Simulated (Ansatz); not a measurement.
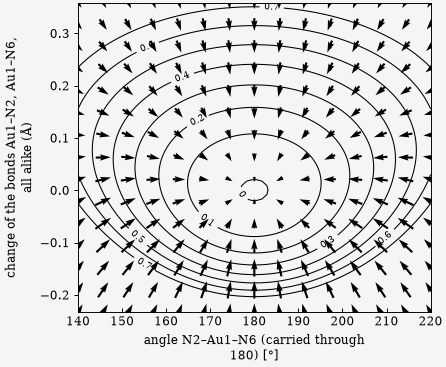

Energy landscape of [Au(NH3)2]+, charge +1. First axis: angle N2–Au1–N6 (carried through 180). Second axis: change of the bonds Au1–N2, Au1–N6, all alike. Nothing is relaxed (all other coordinates rigid). Grid: 15 × 15 points. Points are written as (first, second). Energies are in eV, from the lowest grid point. Computed with RHF/def2-TZVP (Ansatz).

Drawn: contour lines labelled in eV (none above 0.7), dots at the grid points, arrows along the force (downhill), their lengths compressed. Between grid points the surface is interpolated. 

Question: What does the map say about the system?

Answer: The lowest grid point is at (180.0°, 0.021 Å). It is the only kind of minimum in the scanned range. The highest grid point, (220.0°, −0.233 Å), lies 2.17 eV above the lowest. Round the minimum the two coordinates are nearly uncoupled.

The values on the grid:

```csv
"second ↓, first →",140.0,145.7,151.4,157.1,162.9,168.6,174.3,180.0,185.7,191.4,197.1,202.9,208.6,214.3,220.0
0.359,0.93,0.88,0.84,0.80,0.76,0.74,0.73,0.72,0.73,0.74,0.76,0.80,0.84,0.88,0.93
0.317,0.85,0.79,0.74,0.69,0.65,0.63,0.61,0.61,0.61,0.63,0.65,0.69,0.74,0.79,0.85
0.275,0.77,0.70,0.64,0.59,0.55,0.52,0.50,0.49,0.50,0.52,0.55,0.59,0.64,0.70,0.77
0.233,0.70,0.62,0.55,0.49,0.44,0.41,0.39,0.38,0.39,0.41,0.44,0.49,0.55,0.62,0.70
0.190,0.64,0.55,0.47,0.40,0.35,0.31,0.28,0.27,0.28,0.31,0.35,0.40,0.47,0.55,0.64
0.148,0.59,0.50,0.41,0.33,0.26,0.22,0.19,0.18,0.19,0.22,0.26,0.33,0.41,0.50,0.59
0.106,0.57,0.46,0.36,0.27,0.19,0.14,0.11,0.10,0.11,0.14,0.19,0.27,0.36,0.46,0.57
0.063,0.57,0.45,0.33,0.23,0.15,0.08,0.05,0.03,0.05,0.08,0.15,0.23,0.33,0.45,0.57
0.021,0.61,0.47,0.34,0.22,0.13,0.06,0.01,0.00,0.01,0.06,0.13,0.22,0.34,0.47,0.61
−0.021,0.69,0.53,0.38,0.25,0.14,0.07,0.02,0.00,0.02,0.07,0.14,0.25,0.38,0.53,0.69
−0.063,0.82,0.64,0.47,0.33,0.21,0.12,0.06,0.05,0.06,0.12,0.21,0.33,0.47,0.64,0.82
−0.106,1.02,0.82,0.63,0.47,0.33,0.23,0.17,0.15,0.17,0.23,0.33,0.47,0.63,0.82,1.02
−0.148,1.30,1.07,0.86,0.68,0.53,0.42,0.35,0.33,0.35,0.42,0.53,0.68,0.86,1.07,1.30
−0.190,1.67,1.42,1.19,0.98,0.82,0.69,0.62,0.59,0.62,0.69,0.82,0.98,1.19,1.42,1.67
−0.233,2.17,1.89,1.64,1.41,1.23,1.09,1.01,0.98,1.01,1.09,1.23,1.41,1.64,1.89,2.17
```

Each point was launched as `ansatz run input.yaml --threads 1 --pin off --max-ram 2560MiB --backend cpu --events-out ev --progress --plain --runs-dir out`. The whole map (225 points run) took 17 min on 1 thread of Arm Neoverse N1, with other jobs on the host.
